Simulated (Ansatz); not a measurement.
CH₂BClN: several calculations on one system

Part 1: Relaxation

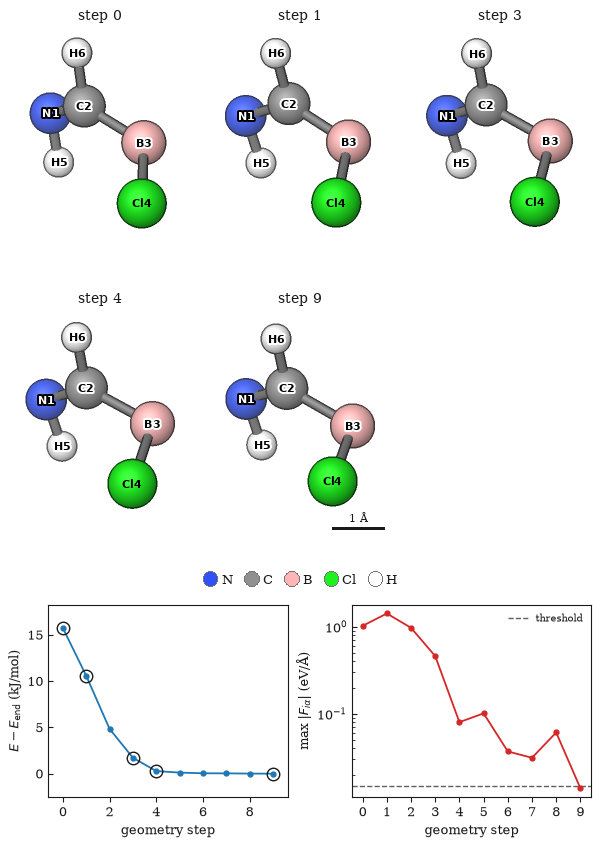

Frames of a relaxation of CH₂BClN (charge −1), marked on the history of the run. A ball-and-stick model, seen from a free direction.

The run prepares an end point of a later path (torsion) calculation, from a guessed geometry.

The calculation used Ansatz 0.2.0, RKS PBE-D4/def2-mTZVP. Settings: no spin polarisation; force threshold 0.015 eV/Å; at most 40 steps.

Q: Describe the path.

A: The largest move after the best rigid fit is that of B3, 0.22 Å. Largest moves by element: B 0.22 Å, Cl 0.20 Å, N 0.13 Å, H 0.12 Å, C 0.06 Å. Among the contacts that change: B3–Cl4 1.801 → 1.878 Å, C2–B3 1.476 → 1.544 Å, N1–C2 1.331 → 1.316 Å, N1–H5 1.032 → 1.041 Å. Among the angles between lasting bonds that change: C2–B3–Cl4 126.7° → 110.3°, N1–C2–H6 110.1° → 113.8°, C2–N1–H5 109.6° → 107.5°. After 9 geometry steps the energy has fallen by 15.7 kJ/mol. Largest force component: 1 eV/Å at the start, 0.014 eV/Å at the end. From step 0 to 1: N1 moves most (0.12 Å), energy −5.15 kJ/mol. From step 1 to 3: C2 moves most (0.07 Å), energy −8.86 kJ/mol. From step 3 to 4: B3 moves most (0.06 Å), energy −1.44 kJ/mol. From step 4 to 9: Cl4 moves most (0.06 Å), energy −0.28 kJ/mol.

Limits of the set-up: the basis has no diffuse functions, which an anion needs.

Part 2: Relaxation

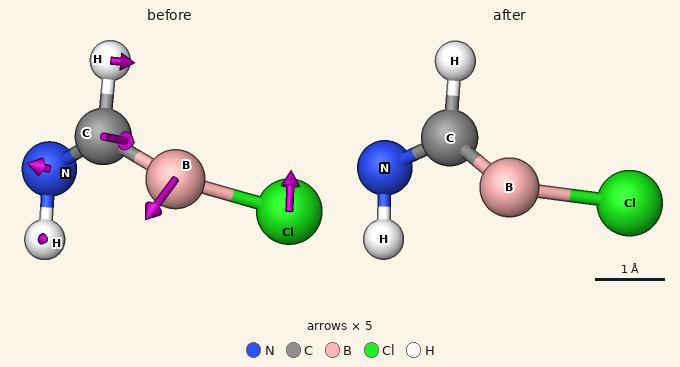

The structure of CH₂BClN (charge −1) before (left) and after (right) a relaxation, at one scale. The purple arrows give the displacements, magnified 5 times.

The picture is a ball-and-stick view, seen at a tilt.

The run prepares an end point of a later path (torsion) calculation, from a guessed geometry.

These are results of Ansatz 0.2.0, RKS PBE-D4/def2-mTZVP, not measurements.

Input
```yaml
crystal:
  periodic: [false, false, false]
  atoms:
    - { symbol: "N", position_ang: [-1.10157, 0.98646, 0.11322] }
    - { symbol: C, position_ang: [0.12018, 0.45897, 0.14124] }
    - { symbol: B, position_ang: [0.7421, -0.66291, -0.58873] }
    - { symbol: Cl, position_ang: [1.23581, -0.67913, -2.3211] }
    - { symbol: H, position_ang: [-1.76893, 0.29421, -0.2609] }
    - { symbol: H, position_ang: [0.85199, 1.2076, 0.51708] }
total_charge: -1
basis:
  gaussian: { orbitals: def2-mTZVP }
hamiltonian:
  xc: pbe
  dispersion: d4
relax:
  f_tol: 0.015
  max_steps: 40
output:
  orbitals: {}
```

Command:
```bash
ansatz run input.yaml --threads 1 --pin off --max-ram 2048MiB --backend cpu --events-out ev --progress --plain --runs-dir out
```

> Summarise the run.

B3 moves most after the best rigid fit: 0.18 Å. Largest moves by element: B 0.18 Å, C 0.16 Å, Cl 0.12 Å, N 0.08 Å, H 0.07 Å. Near-neighbour distances that change, for instance: B3–Cl4 1.801 → 1.878 Å, C2–B3 1.476 → 1.544 Å, N1–C2 1.331 → 1.316 Å, N1–H5 1.032 → 1.041 Å. Among the angles between lasting bonds that change: C2–B3–Cl4 126.7° → 110.3°, N1–C2–H6 110.1° → 113.8°, C2–N1–H5 109.6° → 107.5°. After 10 accepted moves (11 points after the start) the energy has fallen by 9.17 kcal/mol. Largest force component: 2 eV/Å at the start, 0.003 eV/Å at the end. The line search rejected the trial step at point 10 of the run. The run took 50 s on 1 thread of Arm Neoverse N1, on a shared host, peak memory 0.14 GiB.

Limits of the set-up: the basis has no diffuse functions, which an anion needs.

Part 3: Path

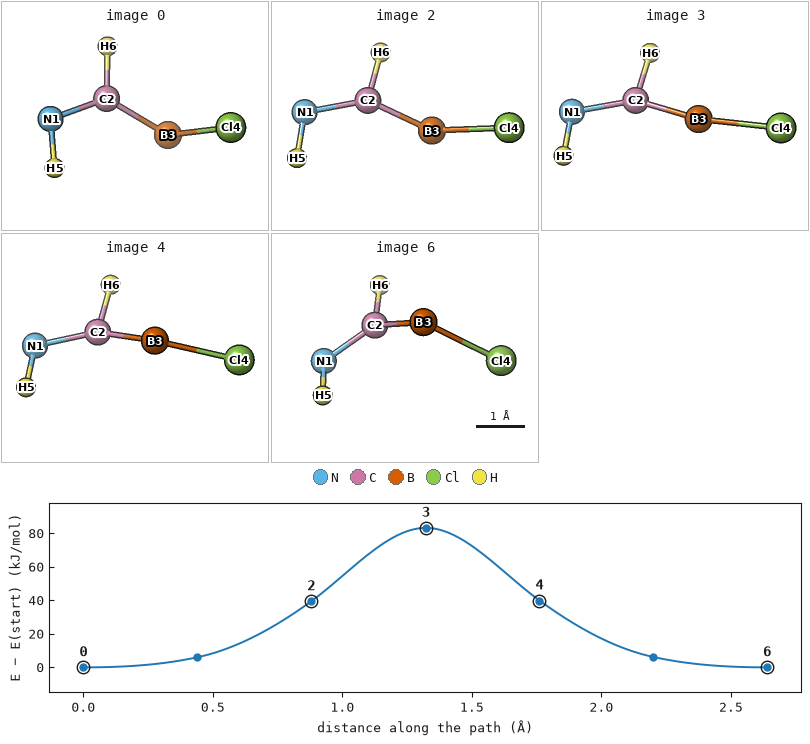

NEB run on CH2BClN (charge −1). Images are numbered from 0 (start) to 6 (end). Style: ball-and-stick. Shown at a tilt.

These are results of Ansatz, RKS PBE-D4/def2-mTZVP, not measurements.

The input:
```yaml
crystal:
  periodic: [false, false, false]
  atoms:
    - { symbol: "N", position_ang: [-1.108883, 0.922279, 0.220066] }
    - { symbol: C, position_ang: [0.122013, 0.475859, 0.083288] }
    - { symbol: B, position_ang: [0.717, -0.638656, -0.805033] }
    - { symbol: Cl, position_ang: [1.112771, -2.156122, 0.228615] }
    - { symbol: H, position_ang: [-1.734054, 0.284488, -0.315109] }
    - { symbol: H, position_ang: [0.891143, 1.112162, 0.588173] }
total_charge: -1
basis:
  gaussian: { orbitals: def2-mTZVP }
hamiltonian:
  xc: pbe
  dispersion: d4
neb:
  order_check: false
  images: 5
  f_tol: 0.05
  max_iterations: 60
  initial_path: idpp
  final_atoms:
    - { symbol: "N", position_ang: [-1.01053113, 1.02906258, -0.22384636] }
    - { symbol: C, position_ang: [0.09821545, 0.45022381, 0.18618262] }
    - { symbol: B, position_ang: [0.39133667, -0.98962748, 0.66184085] }
    - { symbol: Cl, position_ang: [1.3148538, -1.94129299, -0.66819682] }
    - { symbol: H, position_ang: [-1.73559581, 0.28731512, -0.31654387] }
    - { symbol: H, position_ang: [0.94171102, 1.16432896, 0.36056358] }
```

Run as
```bash
ansatz run input.yaml --threads 1 --pin off --max-ram 2048MiB --backend cpu --events-out ev --progress --plain --runs-dir out
```

What happens along the path, and what is the barrier?

Answer. The motion is an in-plane inversion: the angle C2–B3–Cl4 opens from 110° to 169° on the way and closes on the other side (110° at the end). No bond forms or breaks between the ends. Bond angles that change up to the highest image, for instance: C2–B3–Cl4 110.3° → 169.1°, N1–C2–B3 131.7° → 150.9°. The two ends have the same energy, and the highest point, image 3, lies 83.3 kJ/mol above the start. The band converged in 17 iterations. The largest component of the band force went from 4.2 to 0.03 eV/Å. The climbing image converged on the top of the path. Its vibrational analysis gives one imaginary mode (414i cm⁻¹), as a transition state must have.

Limits of the set-up: the basis has no diffuse functions, which an anion needs.
